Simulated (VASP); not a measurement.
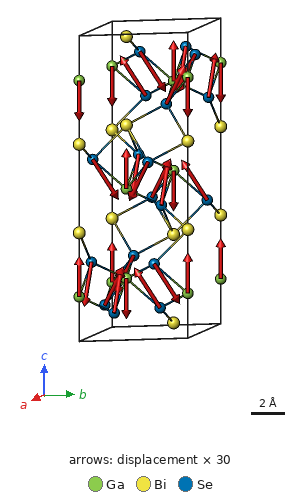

A relaxation of crystalline GaBiSe$_{3}$ (a generated structure, set up in R-3). The starting structure is drawn; red arrows show the displacements (the part carried along by the change of the cell is left out), magnified 30 times.

Style: ball-and-stick. Shown: the conventional cell (3 times the calculation's cell), slightly off an axis. Lengths and directions refer to the drawn axes.

The run lets cell and atoms move.

These are results of Kohn-Sham DFT of a periodic cell, PBE, VASP PAW PBE potentials, recommended in VASP, not measurements.

Input
```
ALGO = Fast
EDIFF = 1E-4
EDIFFG = -0.08
ENCUT = 520
GGA = PE
IBRION = 2
ISIF = 3
ISMEAR = 0
LASPH = True
LCHARG = False
LREAL = Auto
LWAVE = False
NELM = 60
NSW = 24
PREC = Normal
SIGMA = 0.15
```

Launched with:
```bash
cat potpaw_PBE.64/Ga_d/POTCAR potpaw_PBE.64/Bi_d/POTCAR potpaw_PBE.64/Se/POTCAR > POTCAR
mpirun -np 1 vasp_std > vasp.out
```

### What happened in the run?

After 9 geometry steps the energy has fallen by 37.6 meV per atom. The largest force component goes from 0.63 to 0.057 eV/Å. Pressure: 3.84 GPa at the start and −0.09 GPa at the end. The largest moves relative to the cell, 0.10 Å, are those of Se atoms. By element the largest moves are Se 0.10 Å, Ga 0.08 Å. Bi stays in place. The volume changes by +5.6 %, with a = b 6.840 → 6.958 Å (+1.7 %), c 18.940 → 19.327 Å (+2.0 %). Among the contacts that change: Bi–Se 2.793 → 2.909 Å, Ga–Se 2.808 → 2.708 Å, Bi–Se 2.958 → 3.039 Å, Ga–Se 2.520 → 2.593 Å. Bond angles that change, for instance: Se–Bi–Se 75.7° → 72.6°, Se–Bi–Se 89.2° → 91.9°, Se–Ga–Se 80.5° → 83.3°. The space group stays R-3 (No. 148). It ran on 1 thread of AMD EPYC 7R13 Processor (Zen 3) (shared host).
